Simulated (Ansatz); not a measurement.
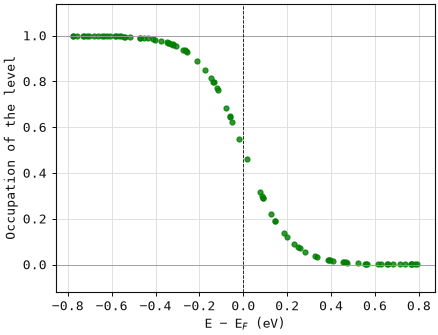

Occupations of the one-electron levels of the k mesh against their energy, from a run on SbMo$_{3}$, space group Pmm2 (No. 25), 4 atoms in the cell, with Ansatz.

Name the smearing function and its width.

Fermi-Dirac smearing with a width of 0.1 eV. The occupations stay between 0 and 1 and have long exponential tails; the slope at the Fermi level is 1/(4 × width).
